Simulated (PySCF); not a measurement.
# doublet SiSe− at 6 levels

Aim: a comparison of 6 runs (UHF/STO-3G, UHF/3-21G, UB3LYP/6-31G*, U-wB97M-V/aug-cc-pVTZ, UB2PLYP/aug-cc-pVTZ, UM06-2X/aug-cc-pVTZ) of doublet SiSe−. The job is set up through a Python script.

The results are computed with PySCF 2.14.0.

1 further run of the same task is left out (set aside as unsound or not needed).

## (1) Starting point

SiSe−: 2 atoms, total charge -1, spin state doublet. SMILES of the parent species: `[Si][Se]`. Geometry: relaxed at PBE0-D4/def2-TZVP. That shape belongs to the parent species and isn't relaxed for this state.

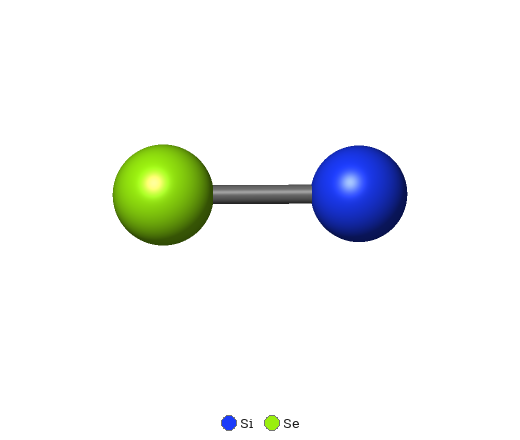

The structure, seen from a chosen angle (silicon blue, selenium green).

## (2) A single-point energy at UHF/STO-3G (run 1)

Input file geometry.xyz:

```xyz
2

Si     0.000000     0.000000     0.031440
Se     0.000000     0.000000     2.093090
```

Input file input.py:

```python
from pyscf import gto, scf

molecule = gto.M(
    atom='geometry.xyz',
    verbose=4,
    spin=1,
    max_memory=1860,
    basis='sto-3g',
    charge=-1,
)

mf = scf.UHF(molecule)
mf.conv_tol = 1e-10
mf.kernel()
if not mf.converged:
    mf = mf.newton().run(mf.mo_coeff, mf.mo_occ)

e_final = mf.e_tot
print(f'total energy: {e_final:.8f} hartree')
```

Started as:

```bash
$ OMP_NUM_THREADS=1 python input.py
```

Output:

```text
PySCF version 2.14.0

[INPUT] num. atoms = 2
[INPUT] num. electrons = 49
[INPUT] charge = -1
[INPUT] spin (= nelec alpha-beta = 2S) = 1
[INPUT] symmetry False subgroup None
[INPUT] Mole.unit = angstrom
[INPUT] Symbol           X                Y                Z      unit          X                Y                Z       unit  Magmom
[INPUT]  1 Si     0.000000000000   0.000000000000   0.031440000000 AA    0.000000000000   0.000000000000   0.059412989356 Bohr   0.0
[INPUT]  2 Se     0.000000000000   0.000000000000   2.093090000000 AA    0.000000000000   0.000000000000   3.955366854066 Bohr   0.0

nuclear repulsion = 122.178038172299
number of shells = 13
number of NR pGTOs = 81
number of NR cGTOs = 27
basis = sto-3g
ecp = {}

[... 18 lines left out ...]
[... the frontier-level lines of each cycle are left out ...]
[... 48 lines left out ...]
converged SCF energy = -2658.96458217436  <S^2> = 0.75894054  2S+1 = 2.0089206
total energy: -2658.96458217 hartree
```

Wall time 0.68 s (1 thread of Arm Neoverse V1, shared host); peak memory 0.1 GiB.

## (3) The energy at UHF/3-21G (run 2)

Input file input.py:

```python
from pyscf import gto, scf

molecule = gto.Mole()
molecule.atom = 'Si 0.000000 0.000000 0.031440; Se -0.000000 -0.000000 2.093090'
molecule.max_memory = 1860
molecule.verbose = 3
molecule.basis = '3-21g'
molecule.spin = 1
molecule.charge = -1
molecule.build()

calc0 = scf.UHF(molecule)
calc0.conv_tol = 1e-10
calc0.kernel()
if not calc0.converged:
    calc0 = calc0.newton().run(calc0.mo_coeff, calc0.mo_occ)

energy = calc0.e_tot
print('E = %.10f Eh' % energy)
```

Started as:

```bash
$ OMP_NUM_THREADS=1 python input.py
```

Output:

```text
converged SCF energy = -2675.88760910073  <S^2> = 0.7658942  2S+1 = 2.0158315
E = -2675.8876091007 Eh
```

Wall time 0.7 s (1 thread of Arm Neoverse V1, shared host); peak memory 0.1 GiB.

Runs 3 to 4 aren't shown in full; the table further down has their settings and results.

## (4) A single-point energy at UB2PLYP/aug-cc-pVTZ (run 5)

Input file input.py:

```python
from pyscf import gto, dft, mp

mol = gto.Mole()
mol.atom = '''
Si     0.000000     0.000000     0.059413
Se     0.000000     0.000000     3.955367
'''
mol.unit = 'bohr'
mol.verbose = 3
mol.spin = 1
mol.basis = 'aug-cc-pvtz'
mol.max_memory = 1860
mol.charge = -1
mol.build()

ks = dft.UKS(mol)
ks.xc = '0.53*HF + 0.47*B88, 0.73*LYP'
ks.conv_tol = 1e-10
ks.grids.level = 5
ks.kernel()
if not ks.converged:
    ks = ks.newton().run(ks.mo_coeff, ks.mo_occ)

pt = mp.MP2(ks, frozen=14).run()
e_tot = ks.e_tot + 0.27 * pt.e_corr
print('PT2 part  %.8f' % (0.27 * pt.e_corr))
print(f'total energy: {e_tot:.8f} hartree')
```

Started as:

```bash
$ OMP_NUM_THREADS=1 python input.py
```

Output:

```text
WARN: HOMO -0.0752620561105353 >= LUMO -0.0752620561105338

converged SCF energy = -2690.51772486691  <S^2> = 0.76007131  2S+1 = 2.0100461
E(UMP2) = -2690.91454621142  E_corr = -0.396821344511698
E(SCS-UMP2) = -2690.89638510066  E_corr = -0.378660233749794
PT2 part  -0.10714176
total energy: -2690.62486663 hartree
```

It took 26 s on 1 thread of Arm Neoverse V1, shared host; peak memory 0.55 GiB.

## (5) The energy at UM06-2X/aug-cc-pVTZ (run 6)

Input file job.py:

```python
from pyscf import gto, dft

system = gto.M(
    atom='Si 0.000000 0.000000 0.031440; Se -0.000000 -0.000000 2.093090',
    charge=-1,
    spin=1,
    basis='aug-cc-pvtz',
    verbose=3,
    max_memory=1860,
)

mf = dft.UKS(system)
mf.xc = 'm06-2x'
mf.conv_tol = 1e-10
mf.grids.level = 5
mf.kernel()
if not mf.converged:
    mf = mf.newton().run(mf.mo_coeff, mf.mo_occ)

energy = mf.e_tot
print('E(%s) = %.9f' % ('M06-2X', energy))
```

Started as:

```bash
$ OMP_NUM_THREADS=1 python job.py
```

Output:

```text
WARN: HOMO -0.0880245295650651 >= LUMO -0.0880245295650674

converged SCF energy = -2691.14040354426  <S^2> = 0.75442632  2S+1 = 2.0044214
E(M06-2X) = -2691.140403544
```

Wall time 47 s (1 thread of Arm Neoverse V1, shared host); peak memory 0.6 GiB.

## (6) Overview of the runs

```
run                                level  integration grid  nlc grid   energy (Eh)  HOMO energy (eV)  LUMO energy (eV)   ⟨S²⟩  wall time
  1                           UHF/STO-3G                 –         –  -2658.964582              4.87             13.91  0.759     0.68 s
  2                            UHF/3-21G                 –         –  -2675.887609             -0.39              6.35  0.766      0.7 s
  3  UB3LYP/6-31G* (spherical functions)                 5         –  -2690.806822              1.92              3.30  0.753      7.8 s
  4                U-wB97M-V/aug-cc-pVTZ                 5         1  -2690.982677             -0.43              3.44  0.753       91 s
  5                  UB2PLYP/aug-cc-pVTZ                 5         –  -2690.624867              0.45              3.50  0.760       26 s
  6                  UM06-2X/aug-cc-pVTZ                 5         –  -2691.140404              0.52              3.21  0.754       47 s
```

## (7) What came out

| quantity | value |
| --- | --- |
| run 6: total energy | -2691.14040 Eh |
| run 6: HOMO energy (highest over α and β) | 0.52 eV |
| run 6: LUMO energy (lowest over α and β) | 3.21 eV |
| run 6: ⟨S²⟩ | 0.754 |

In words: Totals of different functionals can't be ranked against each other. In runs 1, 3, 5, 6 the HOMO lies above zero, so the outermost electron may be held by the basis alone. In run 1 the basis is minimal, so the values are rough. All runs together took 2.9 min, the longest 91 s.
